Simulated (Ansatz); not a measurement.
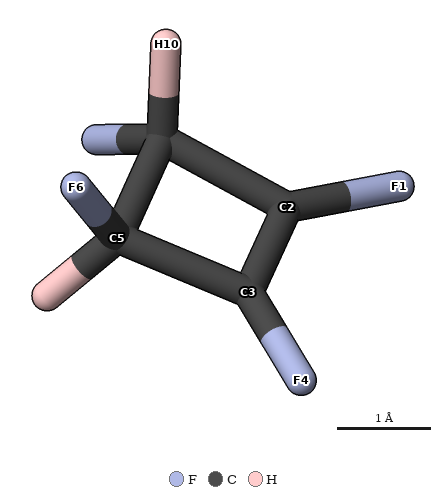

Figure 1. The structure as given in the input (stick view, seen at a tilt; atoms are numbered from 1 in the order of the input).

## Geometry relaxation, with input and output: C4H2F4

System: C4H2F4, SMILES FC1=C(F)C(F)C1F.
Method: RKS PBE-D4/def2-SVP (Ansatz 0.2.0).

The geometry: force-field start. Figures and captions count atoms from 1; the log counts them from 0 in places.

Log:
```
Functional definition: PBE
  name "PBE"
  cite "Perdew, Burke & Ernzerhof, Phys. Rev. Lett. 77, 3865 (1996) doi:10.1103/PhysRevLett.77.3865"
  parent pbe
  parameter kappa = 0.804
  parameter beta = 0.06672455060314922
  exchange = pbe_x(kappa = kappa, mu = beta*pi^2/3)
  correlation = pbe_c(beta = beta)
1340 factors; their error is unknown
mean field evaluation 1: about -15014.8591 eV, gradient 4.2e1 eV
mean field evaluation 2: about -15014.1504 eV, gradient 4.5e1 eV
mean field evaluation 4: about -15018.7382 eV, gradient 3.9e0 eV
mean field evaluation 8: about -15018.7675 eV, gradient 2.5e-1 eV
mean field evaluation 16: about -15018.6552 eV, gradient 4.1e-3 eV
mean field -15018.65515608 eV, -551.9253969759 hartree, gradient 3.1e-5 eV, S^2 0.000000; 0 other end points of the search recorded, 0 dependent functions left out
the calculation of the forces begins
reference -15018.65517637 eV, -551.9253977216 hartree; 31, 31 occupied and 91, 91 virtual orbitals, 1340 factors
relax step   1: F+E_penalty+E_count = -15018.86352203 eV  Δ(F+E_penalty+E_count) = +0.000e0 eV  max|allowed force component| = 5.548e0 eV/Å  Δτ_max = 0.0000 Å  (30 SCF iters, accepted)
these checks for a lower state are left out or cut short: starts, cluster_reference, orbital_swaps, neighbouring_geometries, increment
1340 factors; their error is unknown
mean field -15019.01775761 eV, -551.9387223363 hartree, gradient 1.8e-5 eV, S^2 0.000000; 0 other end points of the search recorded, 0 dependent functions left out
the calculation of the forces begins
reference -15019.01777817 eV, -551.9387230918 hartree; 31, 31 occupied and 91, 91 virtual orbitals, 1340 factors
relax step   2: F+E_penalty+E_count = -15019.22672750 eV  Δ(F+E_penalty+E_count) = -3.632e-1 eV  max|allowed force component| = 2.178e0 eV/Å  Δτ_max = 0.0829 Å  (31 SCF iters, accepted)
these checks for a lower state are left out or cut short: starts, cluster_reference, orbital_swaps, neighbouring_geometries, increment
1340 factors; their error is unknown
mean field evaluation 32: about -15019.0949 eV, gradient 3.4e-3 eV
mean field -15019.09485772 eV, -551.9415557129 hartree, gradient 1.4e-5 eV, S^2 0.000000; 0 other end points of the search recorded, 0 dependent functions left out
the calculation of the forces begins
reference -15019.09487831 eV, -551.9415564697 hartree; 31, 31 occupied and 91, 91 virtual orbitals, 1340 factors
relax step   3: F+E_penalty+E_count = -15019.30444217 eV  Δ(F+E_penalty+E_count) = -7.771e-2 eV  max|allowed force component| = 1.587e-1 eV/Å  Δτ_max = 0.0426 Å  (32 SCF iters, accepted)
these checks for a lower state are left out or cut short: starts, cluster_reference, orbital_swaps, neighbouring_geometries, increment
1340 factors; their error is unknown
mean field -15019.09757224 eV, -551.9416554698 hartree, gradient 1.4e-5 eV, S^2 0.000000; 0 other end points of the search recorded, 0 dependent functions left out
the calculation of the forces begins
reference -15019.09759285 eV, -551.9416562273 hartree; 31, 31 occupied and 91, 91 virtual orbitals, 1340 factors
relax step   4: F+E_penalty+E_count = -15019.30706408 eV  Δ(F+E_penalty+E_count) = -2.622e-3 eV  max|allowed force component| = 7.973e-2 eV/Å  Δτ_max = 0.0116 Å  (33 SCF iters, accepted)
these checks for a lower state are left out or cut short: starts, cluster_reference, orbital_swaps, neighbouring_geometries, increment
1340 factors; their error is unknown
mean field -15019.09795383 eV, -551.9416694930 hartree, gradient 1.4e-5 eV, S^2 0.000000; 0 other end points of the search recorded, 0 dependent functions left out
the calculation of the forces begins
reference -15019.09797444 eV, -551.9416702506 hartree; 31, 31 occupied and 91, 91 virtual orbitals, 1340 factors
relax step   5: F+E_penalty+E_count = -15019.30744509 eV  Δ(F+E_penalty+E_count) = -3.810e-4 eV  max|allowed force component| = 2.258e-2 eV/Å  Δτ_max = 0.0056 Å  (33 SCF iters, accepted)
1340 factors; their error is unknown
mean field evaluation 64: about -15019.0976 eV, gradient 4.2e-1 eV
```

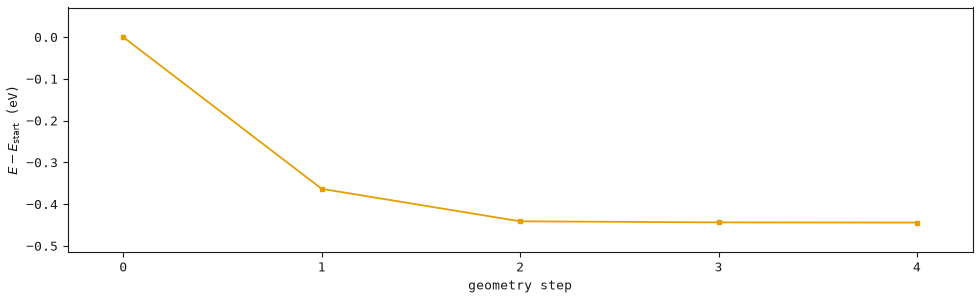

Figure 2. Progress of the relaxation, step by step (the first geometry is step 0 here and step 1 in the log).

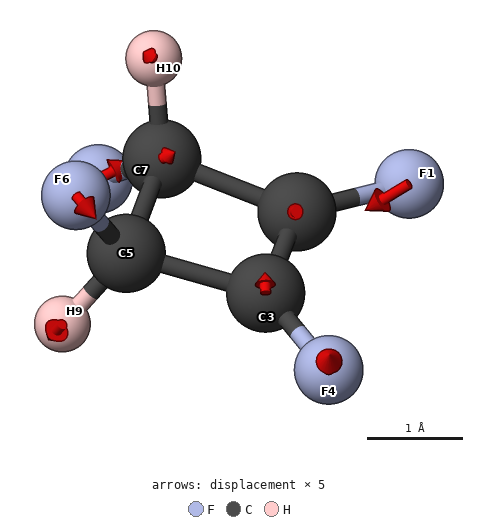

Figure 3. The starting structure with the displacements as red arrows, magnified 5 times (ball-and-stick view, seen at a tilt). The two geometries are laid on each other by the best rigid fit. The largest move after the best rigid fit is that of F1, 0.12 Å. By element the largest moves are F 0.12 Å, H 0.08 Å, C 0.05 Å. Distances before and after: C3–F4 1.240 → 1.322 Å, F1–C2 1.398 → 1.322 Å, C5–H9 1.048 → 1.112 Å, C2–C7 1.539 → 1.504 Å. Among the angles that change: F4–C3–C5 135.1° → 130.6°, C2–C7–H10 112.6° → 116.9°, C2–C7–F8 119.6° → 115.9°. Over 4 geometry steps the energy falls by 0.444 eV. The largest force component goes from 5.5 to 0.023 eV/Å. (Atoms are counted from 1 in the order of the input.)

```
mean field -15019.09795383 eV, -551.9416694930 hartree, gradient 1.4e-5 eV, S^2 0.000000; 1 other end points of the search recorded, 0 dependent functions left out
the calculation of the forces begins
reference -15019.09797444 eV, -551.9416702506 hartree; 31, 31 occupied and 91, 91 virtual orbitals, 1340 factors
Total energy: -15019.30746571 eV, -551.9493689126 hartree
Atom 0 at     0.366267    -2.359950     0.604322 Å, force     0.009701     0.014982    -0.001723 eV/Å
Atom 1 at     0.076724    -1.109706     0.286710 Å, force    -0.009585    -0.015245    -0.004857 eV/Å
Atom 2 at    -1.041000    -0.448155    -0.092021 Å, force    -0.021743    -0.022583    -0.001619 eV/Å
Atom 3 at    -2.320985    -0.757823    -0.211342 Å, force     0.017779     0.016869    -0.000575 eV/Å
Atom 4 at    -0.322413     0.851072    -0.329426 Å, force     0.002744     0.005358     0.012076 eV/Å
Atom 5 at    -0.750899     1.920921     0.428609 Å, force    -0.002366     0.005439    -0.002519 eV/Å
Atom 6 at     0.954618     0.108491     0.206564 Å, force     0.008834     0.007329    -0.004003 eV/Å
Atom 7 at     2.013802     0.030880    -0.673807 Å, force    -0.005251    -0.003037     0.003619 eV/Å
Atom 8 at    -0.203257     1.176508    -1.385835 Å, force     0.000672    -0.007379     0.000006 eV/Å
Atom 9 at     1.310242     0.536463     1.169127 Å, force    -0.000786    -0.001734    -0.000404 eV/Å
Dipole moment:     0.001423     0.002346    -0.000803 e Å
```

Trajectory as extended XYZ (Å, eV, eV/Å), 5 frames, from step=1 to step=5:
```
10
Properties=species:S:1:pos:R:3:forces:R:3 step=1 energy=-15018.86352
F     0.3276   -2.4109    0.7059   -0.5040   2.2565  -0.8222
C     0.0487   -1.1018    0.3022    0.4206  -1.0395   0.0896
C    -1.0831   -0.4449   -0.1200    5.5482   0.3463   1.1111
F    -2.2563   -0.8119   -0.2823   -4.3859  -0.8284  -0.5429
C    -0.3199    0.8613   -0.3275   -0.2172  -0.6377   1.9592
F    -0.6865    1.9525    0.4435   -0.1781  -0.2192   0.0668
C     0.9741    0.1208    0.1740   -1.0956  -0.5640   0.3390
F     2.0093    0.0955   -0.7280   -0.1191  -0.2396   0.1189
H    -0.2420    1.1842   -1.3219    0.2795   0.7058  -2.2803
H     1.3112    0.5039    1.1570    0.2515   0.2197  -0.0392
10
Properties=species:S:1:pos:R:3:forces:R:3 step=2 energy=-15019.22673
F     0.3450   -2.3906    0.6275   -0.2585   1.3288  -0.3679
C     0.0646   -1.1036    0.2867    0.2775  -0.8112   0.2067
C    -1.0625   -0.4460   -0.0954    2.1783   0.1455   0.2606
F    -2.2960   -0.7926   -0.2241   -1.5395  -0.1595  -0.1717
C    -0.3129    0.8567   -0.3349   -0.3898  -0.1828   0.7270
F    -0.7221    1.9360    0.4300   -0.0254  -0.0909  -0.0430
C     0.9642    0.1178    0.2010   -0.5637  -0.3447   0.0303
F     2.0094    0.0529   -0.6858    0.1232  -0.0687  -0.0202
H    -0.2161    1.1839   -1.3732    0.1253   0.1350  -0.5952
H     1.3094    0.5342    1.1712    0.0726   0.0485  -0.0267
10
Properties=species:S:1:pos:R:3:forces:R:3 step=3 energy=-15019.30444
F     0.3553   -2.3515    0.6139    0.0920  -0.1548   0.0216
C     0.0768   -1.1065    0.2798   -0.0182  -0.0155   0.0520
C    -1.0414   -0.4521   -0.1018    0.1363   0.1587   0.0414
F    -2.3173   -0.7699   -0.2033   -0.1235   0.0268  -0.0565
C    -0.3187    0.8523   -0.3307   -0.1453   0.0442  -0.0627
F    -0.7519    1.9173    0.4365    0.0423  -0.0667  -0.0502
C     0.9561    0.1084    0.2019   -0.0240   0.0046   0.0511
F     2.0163    0.0268   -0.6741    0.0370   0.0232  -0.0327
H    -0.1991    1.1869   -1.3855   -0.0094  -0.0079   0.0398
H     1.3071    0.5369    1.1662    0.0129  -0.0127  -0.0037
10
Properties=species:S:1:pos:R:3:forces:R:3 step=4 energy=-15019.30706
F     0.3626   -2.3584    0.6082    0.0309   0.0029   0.0000
C     0.0774   -1.1087    0.2855   -0.0797  -0.0267  -0.0145
C    -1.0415   -0.4488   -0.0948    0.0540  -0.0198   0.0157
F    -2.3207   -0.7625   -0.2090    0.0104   0.0349  -0.0128
C    -0.3211    0.8516   -0.3310   -0.0421  -0.0004   0.0162
F    -0.7497    1.9191    0.4311    0.0012   0.0038  -0.0107
C     0.9549    0.1082    0.2050    0.0142   0.0219   0.0035
F     2.0147    0.0310   -0.6742    0.0046  -0.0032  -0.0012
H    -0.2024    1.1813   -1.3865    0.0011  -0.0150   0.0086
H     1.3087    0.5358    1.1685    0.0054   0.0017  -0.0049
10
Properties=species:S:1:pos:R:3:forces:R:3 step=5 energy=-15019.30745
F     0.3663   -2.3599    0.6043    0.0097   0.0150  -0.0017
C     0.0767   -1.1097    0.2867   -0.0096  -0.0152  -0.0049
C    -1.0410   -0.4482   -0.0920   -0.0217  -0.0226  -0.0016
F    -2.3210   -0.7578   -0.2113    0.0178   0.0169  -0.0006
C    -0.3224    0.8511   -0.3294    0.0027   0.0054   0.0121
F    -0.7509    1.9209    0.4286   -0.0024   0.0054  -0.0025
C     0.9546    0.1085    0.2066    0.0088   0.0073  -0.0040
F     2.0138    0.0309   -0.6738   -0.0053  -0.0030   0.0036
H    -0.2033    1.1765   -1.3858    0.0007  -0.0074   0.0000
H     1.3102    0.5365    1.1691   -0.0008  -0.0017  -0.0004
```

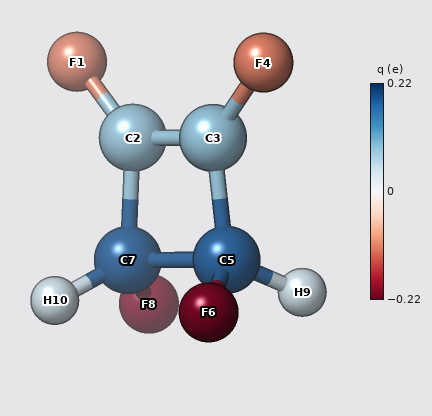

Figure 4. Mulliken charges, as the colour of each atom (ball-and-stick view, seen at a tilt; atoms are numbered from 1 in the order of the input; Mulliken charges depend strongly on the basis). By element: F −0.21 to −0.11, C +0.09 to +0.19 and H +0.05 e.

The run was set up as follows.

The input:
```yaml
crystal:
  periodic: [false, false, false]
  atoms:
    - {symbol: F, position_ang: [0.327600, -2.410900, 0.705900]}
    - {symbol: C, position_ang: [0.048700, -1.101800, 0.302200]}
    - {symbol: C, position_ang: [-1.083100, -0.444900, -0.120000]}
    - {symbol: F, position_ang: [-2.256300, -0.811900, -0.282300]}
    - {symbol: C, position_ang: [-0.319900, 0.861300, -0.327500]}
    - {symbol: F, position_ang: [-0.686500, 1.952500, 0.443500]}
    - {symbol: C, position_ang: [0.974100, 0.120800, 0.174000]}
    - {symbol: F, position_ang: [2.009300, 0.095500, -0.728000]}
    - {symbol: H, position_ang: [-0.242000, 1.184200, -1.321900]}
    - {symbol: H, position_ang: [1.311200, 0.503900, 1.157000]}
basis:
  gaussian: {orbitals: def2-SVP}
hamiltonian: {xc: pbe, dispersion: d4}
relax: {f_tol: 0.03, max_steps: 200}
```

Command:
```bash
ansatz run in.yaml --threads 4 --pin off --events-out ev --progress --plain --max-ram 11315MiB
```

Summary:

```json
{"quantity": "outcome", "value": "converged"}
{"quantity": "total energy", "value": "−15019.3075 eV"}
{"quantity": "mean-field energy", "value": "−15019.0980 eV"}
{"quantity": "dispersion energy", "value": "−0.2095 eV"}
{"quantity": "SCF solution under orbital rotations", "value": "stable"}
{"quantity": "largest force (length of the vector) at the end", "value": "0.031 eV/Å"}
{"quantity": "dipole moment", "value": "0.01 D"}
{"quantity": "hardware", "value": "4 threads of Arm Neoverse V1, 23 GiB of memory available, shared host"}
{"quantity": "wall time", "value": "8.5 s (CPU time 31 s)"}
{"quantity": "peak memory", "value": "0.17 GiB"}
```
